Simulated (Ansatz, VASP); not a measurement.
# GeMo: VASP beside Ansatz, part 2 of 2

Aim: how closely do two programs agree when they are given the same cell, functional and k mesh? The cell is invented: As first built, before any earlier steps moved the atoms (in the runner's words): it takes the TiMo structure with some of its atoms replaced by other elements, volume scaled by an estimate. It may not be a known or stable phase. The cell is taken from a series of VASP runs on this material, whose earlier steps may have relaxed, scaled or displaced it; both programs get it as it stands. Valence electrons are named where the data sets of a main pair hold unlike numbers.

VASP 6.6.1 and Ansatz 0.2.0.

So far: Set-up; VASP: band structure, RPBE; Ansatz: band structure, RPBE; Side by side; Ansatz: band structure, PBE, spin-orbit coupling.

### 6. VASP: band structure, PBE, spin-orbit coupling

Level of this step: PBE, spin-orbit coupling; plane waves and PAW (Mo_sv, Ge_d); invented cell (VASP).

The same cell, functional, mesh and smearing now go to VASP, with its own data sets.

INCAR reads:

```
SYSTEM = GeMo
PREC = Accurate
ENCUT = 410
EDIFF = 1E-06
NELM = 100
ISMEAR = 0
SIGMA = 0.02
LREAL = .FALSE.
ALGO = Normal
GGA = PE
LNONCOLLINEAR = .TRUE.
MAGMOM = 0 0 0 0 0 0
NBANDS = 40
GGA_COMPAT = .FALSE.
LASPH = .TRUE.
LSORBIT = .TRUE.
LMAXMIX = 4
LORBIT = 11
LWAVE = .FALSE.
LCHARG = .FALSE.
KPAR = 4
```

POSCAR reads:

```
GeMo
1.0
    1.6019480164     -2.3773060662      0.0000000000
    1.6019480164      2.3773060662      0.0000000000
    0.0000000000      0.0000000000      4.1313414296
Mo Ge
1 1
Direct
    0.0000000000      0.0000000000      0.0000000000
    0.5000000000      0.5000000000      0.5000000000
```

KPOINTS reads:

```
Automatic mesh
0
Gamma
7 7 5
0 0 0
```

KPOINTS_OPT reads:

```
Line mode
16
Line-mode
Reciprocal
  0.00000000   0.00000000   0.00000000 GAMMA
  0.36351850   0.36351850   0.00000000 X

  0.36351850   0.36351850   0.00000000 X
  0.00000000   0.50000000   0.00000000 S

  0.00000000   0.50000000   0.00000000 S
  0.00000000   0.50000000   0.50000000 R

  0.00000000   0.50000000   0.50000000 R
  0.36351850   0.36351850   0.50000000 A

  0.36351850   0.36351850   0.50000000 A
  0.00000000   0.00000000   0.50000000 Z

  0.00000000   0.00000000   0.50000000 Z
  0.00000000   0.00000000   0.00000000 GAMMA

  0.00000000   0.00000000   0.00000000 GAMMA
 -0.50000000   0.50000000   0.00000000 Y

 -0.50000000   0.50000000   0.00000000 Y
 -0.36351850   0.63648150   0.00000000 X1

 -0.36351850   0.63648150   0.00000000 X1
 -0.36351850   0.63648150   0.50000000 A1

 -0.36351850   0.63648150   0.50000000 A1
 -0.50000000   0.50000000   0.50000000 T

 -0.50000000   0.50000000   0.50000000 T
 -0.50000000   0.50000000   0.00000000 Y

  0.00000000   0.00000000   0.50000000 Z
 -0.50000000   0.50000000   0.50000000 T
```

The projector-augmented-wave data sets are Mo_sv and Ge_d (PBE family, release 64).

Command:

```sh
mpirun -np 4 vasp_ncl
```

Numbers of over 12 decimals in the logs are rounded to 6 here.

Output:

```text
[banner, memory and clock lines left out]
running    4 mpi-ranks, on    1 nodes
[...]
LDA part: xc-table for (Slater+PW92), standard interpolation
 POSCAR, INCAR and KPOINTS ok, starting setup
[...]
entering main loop
       N       E                     dE             d eps       ncg     rms          rms(c)
DAV:   1     0.264301317395E+03    0.26430E+03   -0.12315E+04  5520   0.303E+03
DAV:   2     0.169989986924E+02   -0.24730E+03   -0.23644E+03  4064   0.727E+02
DAV:   3    -0.146152376957E+02   -0.31614E+02   -0.30674E+02  4424   0.157E+02
DAV:   4    -0.158088209128E+02   -0.11936E+01   -0.11912E+01  4200   0.344E+01
[...]
DAV:  10    -0.151646365523E+02    0.15307E-03   -0.37452E-04  4768   0.282E-01    0.830E-02
DAV:  11    -0.151646500950E+02   -0.13543E-04   -0.52872E-05  4600   0.816E-02    0.232E-02
DAV:  12    -0.151646502064E+02   -0.11138E-06   -0.98040E-06  5112   0.481E-02
   1 F= -.15164650E+02 E0= -.15164447E+02  d E =-.406516E-03  mag=     0.0000     0.0000    -0.0000
 Start KPOINTS_OPT (optional k-point list driver)
k-point batch [1-48\192]
       N       E                     dE             ncg
DAV:   1    -0.231296651237E+04   -0.42424E+05     5544
DAV:   2    -0.139441734342E+05   -0.11631E+05     4000
DAV:   3    -0.154379557575E+05   -0.14938E+04     4368
DAV:   4    -0.154945648987E+05   -0.56609E+02     4384
[...]
DAV:   8    -0.154955906349E+05   -0.33962E-04     4048
DAV:   9    -0.154955906363E+05   -0.13215E-05     2920
DAV:  10    -0.154955906365E+05   -0.23802E-06     2600
[...]
k-point batch [145-192\192]
       N       E                     dE             ncg
DAV:   1    -0.233990366446E+04   -0.50403E+05     5576
DAV:   2    -0.138827731291E+05   -0.11543E+05     4096
DAV:   3    -0.153441545566E+05   -0.14614E+04     4336
DAV:   4    -0.154018441679E+05   -0.57690E+02     4296
[...]
DAV:   8    -0.154029300986E+05   -0.40111E-04     3968
DAV:   9    -0.154029301003E+05   -0.17273E-05     2592
DAV:  10    -0.154029301006E+05   -0.23683E-06     2240
```

Parts of OUTCAR (step 6):

```text
  Total        0.5413562     -0.2112071     -0.1972749      0.0000000      0.0000000      0.0000000
  in kB       27.5637998    -10.7538651    -10.0444897      0.0000000      0.0000000      0.0000000
  external PRESSURE =       2.2551484 kB  Pullay stress =       0.0000000 kB

 POSITION                                       TOTAL-FORCE (eV/Angst)
 -----------------------------------------------------------------------------------
      0.00000      0.00000      0.00000         0.000000     -0.000000      0.000000
      1.60195      0.00000      2.06567         0.000000      0.000000      0.000000
 -----------------------------------------------------------------------------------
    total drift:                                0.000000      0.000000      0.000000

  FREE ENERGIE OF THE ION-ELECTRON SYSTEM (eV)
  ---------------------------------------------------
  free  energy   TOTEN  =       -15.1646502064 eV

  energy  without entropy=      -15.1642436904  energy(sigma->0) =      -15.16444695

 magnetization (x)
# of ion       s       p       d       tot
------------------------------------------
    1        0.000   0.000   0.000   0.000
    2        0.000   0.000   0.000   0.000
--------------------------------------------------
tot          0.000   0.000   0.000   0.000

 magnetization (y)
# of ion       s       p       d       tot
------------------------------------------
    1        0.000   0.000   0.000   0.000
    2        0.000   0.000   0.000   0.000
--------------------------------------------------
tot          0.000   0.000   0.000   0.000

 magnetization (z)
# of ion       s       p       d       tot
------------------------------------------
    1        0.000   0.000   0.000   0.000
    2        0.000  -0.000   0.000  -0.000
--------------------------------------------------
tot          0.000   0.000   0.000   0.000

[... 1 part as in an earlier step ...]

[... 2 further parts left out ...]
[key lines of the parts left out:]
E-fermi :  10.8587
```

The run ends at a pressure of 0.23 GPa.

### 7. Comparison

What differs besides the data sets and the points named for the pairs above, as far as they apply: spin-orbit coupling enters by fully relativistic files in Ansatz and inside the spheres in VASP. Total energies have different zeros and are not compared.

Both answers:

```csv
quantity,Ansatz,VASP,difference
pressure (GPa),0.51,0.23,+0.29
```

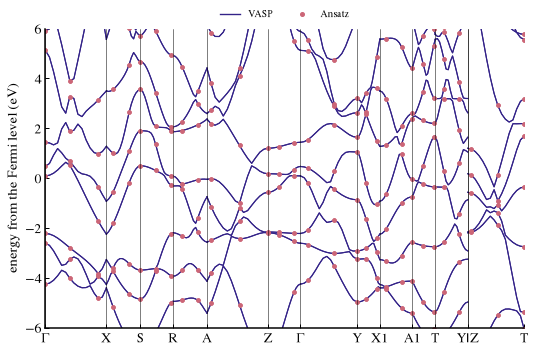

Bands from VASP (lines) and levels from Ansatz (dots). Dots without a line are higher empty bands that the VASP plot leaves out.

Levels from 3 eV below to 2 eV above the Fermi level differ by 4 meV r.m.s. and 17 meV at most; each VASP level is matched to the nearest of Ansatz, which flatters the figure a little.

### 8. Outcome

```yaml
r_m_s_difference_of_levels_near_the_fermi_level_band_structure_rpbe: 4.2 meV
r_m_s_difference_of_levels_near_the_fermi_level_band_structure_pbe_spin_orbit_coupling: 3.7 meV
```

The r.m.s. difference of levels near the Fermi level is 4.2 meV (band structure, RPBE), within the 80 meV picked in this series as the mark of a large difference. How closely two codes agree says nothing of how well the functional describes the real material.

[Lines on the potential files, build, host, timing and source positions are cut from VASP's logs without a mark.]

[Logs are printed without paths, hosts, clocks, repeated set-up lines and the standing remarks that a program may print on its own settings, such as how far it seeks lower states.]

[Hosts, paths, dates, database ids (printed as entryN), source tags and the programs' standing remarks are cut or masked in the printed files.]
